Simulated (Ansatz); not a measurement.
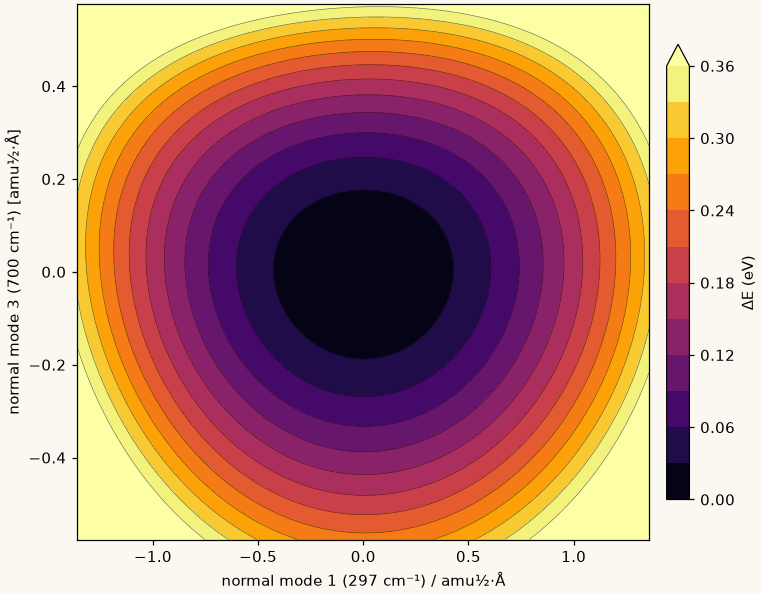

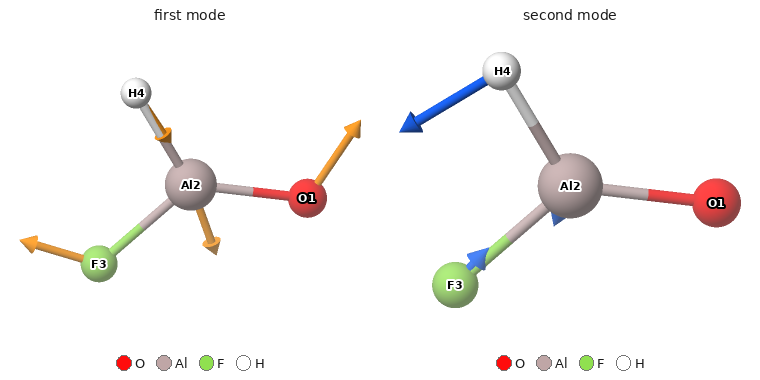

Energy landscape of AlFHO, SMILES [O-][AlH][F], charge −1. The first coordinate is: normal mode 1 (297 cm⁻¹); the second: normal mode 3 (700 cm⁻¹). Nothing is relaxed (straight displacements along the two mass-weighted modes). The grid has 13 × 13 points. Points are written as (first, second). Energies are in eV, from the lowest grid point. All numbers below come from RKS r2SCAN0-D4/def2-TZVPD in Ansatz.

The picture shows filled contours, one colour for all values above the top of the scale. Between grid points the surface is interpolated. The second picture is the structure at the lowest point

Question: What does the map say about the system?

Answer: The lowest grid point is at (0.000 amu½·Å, 0.000 amu½·Å). No other kind of well shows on this grid. The highest grid point, (−1.360 amu½·Å, 0.577 amu½·Å), lies 0.617 eV above the lowest.

The values on the grid:

| normal mode 3 (700 cm⁻¹) ↓, normal mode 1 (297 cm⁻¹) → | −1.360 | −1.134 | −0.907 | −0.680 | −0.454 | −0.227 | 0.000 | 0.227 | 0.454 | 0.680 | 0.907 | 1.134 | 1.360 |
| --- | --- | --- | --- | --- | --- | --- | --- | --- | --- | --- | --- | --- | --- |
| 0.577 | 0.617 | 0.540 | 0.479 | 0.433 | 0.399 | 0.378 | 0.368 | 0.370 | 0.385 | 0.414 | 0.458 | 0.520 | 0.601 |
| 0.481 | 0.510 | 0.427 | 0.362 | 0.313 | 0.277 | 0.256 | 0.247 | 0.251 | 0.269 | 0.301 | 0.350 | 0.416 | 0.501 |
| 0.385 | 0.429 | 0.341 | 0.272 | 0.220 | 0.183 | 0.161 | 0.153 | 0.158 | 0.178 | 0.214 | 0.265 | 0.335 | 0.424 |
| 0.288 | 0.372 | 0.280 | 0.207 | 0.152 | 0.114 | 0.091 | 0.083 | 0.090 | 0.112 | 0.149 | 0.204 | 0.276 | 0.368 |
| 0.192 | 0.337 | 0.240 | 0.165 | 0.107 | 0.067 | 0.044 | 0.036 | 0.043 | 0.066 | 0.106 | 0.163 | 0.238 | 0.332 |
| 0.096 | 0.321 | 0.221 | 0.142 | 0.083 | 0.041 | 0.017 | 0.009 | 0.017 | 0.041 | 0.082 | 0.140 | 0.217 | 0.314 |
| 0.000 | 0.323 | 0.220 | 0.138 | 0.077 | 0.034 | 0.008 | 0.000 | 0.008 | 0.033 | 0.076 | 0.136 | 0.214 | 0.312 |
| −0.096 | 0.340 | 0.234 | 0.151 | 0.087 | 0.043 | 0.017 | 0.008 | 0.017 | 0.042 | 0.085 | 0.146 | 0.226 | 0.325 |
| −0.192 | 0.372 | 0.264 | 0.178 | 0.113 | 0.067 | 0.040 | 0.031 | 0.040 | 0.066 | 0.110 | 0.172 | 0.252 | 0.352 |
| −0.288 | 0.417 | 0.306 | 0.219 | 0.152 | 0.105 | 0.078 | 0.068 | 0.077 | 0.103 | 0.148 | 0.210 | 0.292 | 0.392 |
| −0.385 | 0.473 | 0.361 | 0.272 | 0.204 | 0.156 | 0.128 | 0.118 | 0.127 | 0.153 | 0.198 | 0.261 | 0.343 | 0.444 |
| −0.481 | 0.540 | 0.426 | 0.336 | 0.267 | 0.218 | 0.189 | 0.180 | 0.188 | 0.215 | 0.260 | 0.323 | 0.405 | 0.507 |
| −0.577 | 0.617 | 0.502 | 0.410 | 0.340 | 0.291 | 0.262 | 0.251 | 0.260 | 0.287 | 0.332 | 0.396 | 0.478 | 0.580 |

Each point was launched as `ansatz run input.yaml --threads 1 --pin off --max-ram 2560MiB --backend cpu --events-out ev --progress --plain --runs-dir out`. The whole map (169 points run) took 7.9 min on 1 thread of Intel(R) Xeon(R) 6975P-C (Granite Rapids), with other jobs on the host.
